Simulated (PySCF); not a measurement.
**C₇H₇S (SMILES C=Cc1cccc[s+]1) (charge +1): density, localisation and related maps**

| atom | x (Å) | y (Å) | z (Å) |
| --- | --- | --- | --- |
| C | -2.9071 | 0.5214 | -0.3739 |
| C | -1.9381 | -0.3968 | -0.4092 |
| C | -0.5259 | -0.1244 | -0.2841 |
| C | 0.4038 | -1.1605 | -0.3324 |
| C | 1.7720 | -0.9980 | -0.2227 |
| C | 2.3814 | 0.2480 | -0.0479 |
| C | 1.6625 | 1.4080 | 0.0271 |
| S | -0.0265 | 1.5093 | -0.0769 |
| H | -2.7140 | 1.5746 | -0.2450 |
| H | -3.9400 | 0.2372 | -0.4753 |
| H | -2.1923 | -1.4401 | -0.5400 |
| H | 0.0165 | -2.1619 | -0.4655 |
| H | 2.4010 | -1.8745 | -0.2748 |
| H | 3.4578 | 0.3001 | 0.0313 |
| H | 2.1445 | 2.3656 | 0.1617 |

Geometry: GFN2-xTB.

Level of theory: PBE0/def2-SVPD, SCF density, gas phase (PySCF).

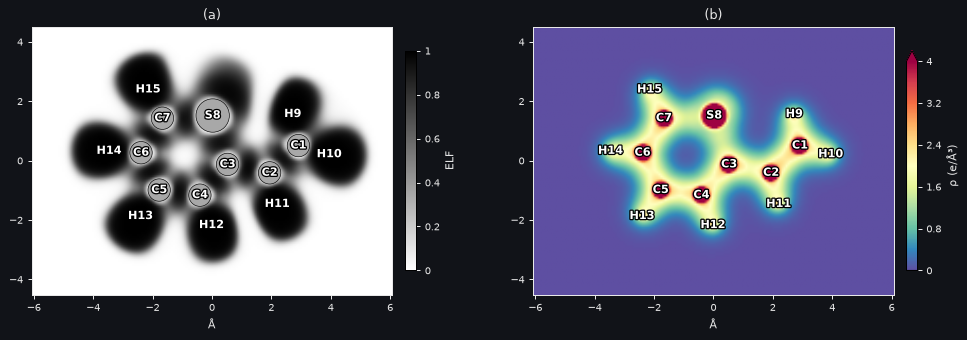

Figure 1. (a) ELF; (b) total electron density on the molecular plane. Grey discs cover the atomic cores in the ELF map.

**Read the bonding off the picture.**

The section cuts through C, S and H sites.
C–C (1.34 Å): ρ is about 2.3 e/Å³ halfway; the ELF peaks at about 0.95 between the atoms (a short, multiple covalent bond).
C–S (1.70 Å): ρ at the midpoint is about 1.5 e/Å³; the ELF peaks at about 0.95 between the atoms: a covalent bond.
C–H (1.08 Å): ρ at the midpoint is about 2.1 e/Å³; the ELF climbs to about 1 towards the hydrogen, as it does in any bond to H; a covalent bond by its length.
C–C (1.38 Å): ρ at the midpoint is about 2.1 e/Å³; the ELF peaks at about 0.95 between the atoms: a covalent bond.
C–C (1.44 Å): the density is about 1.9 e/Å³ at the midpoint; the ELF peaks at about 0.95 between the atoms (localised, covalent bonding).
The ELF also peaks beside S8, away from the bonds: lone-pair regions.

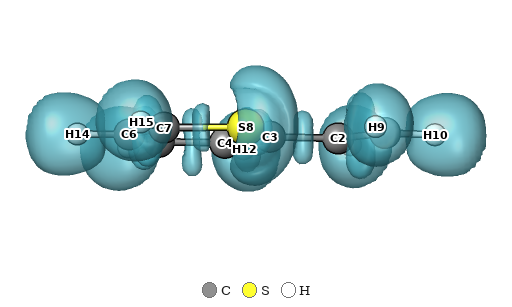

Figure 2. Isosurface of the ELF at 0.85 (cyan), seen from one side. Core shells and regions of very low density are left out.

**What do the ELF domains correspond to?**

The ELF exceeds this value in six regions between bonded C–C atoms (shared pairs), two regions between bonded C–S atoms (shared pairs), seven regions around hydrogen nuclei and one lobe on S, pointing away from the bonds (lone pairs, which may merge into one lobe).

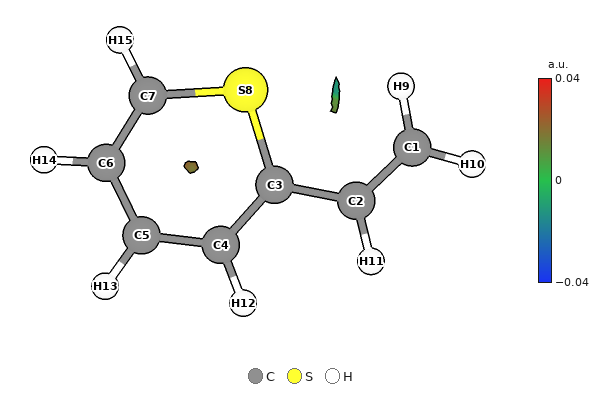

Figure 3. Non-covalent interaction (NCI) plot: the surface where the reduced density gradient is 0.4, for densities under 0.05 a.u., coloured by sign(λ₂)ρ; seen across its widest extent.

**What holds or crowds the atoms apart from the covalent bonds?**

- Between H9 and C1 on one side and S8 and C3 on the other: a weak contact, attractive (blue-green) on one side and crowded (olive to red) on the other
- Inside the ring or cage of C3, C4, C5, C6, C7 and S8: steric crowding (red)
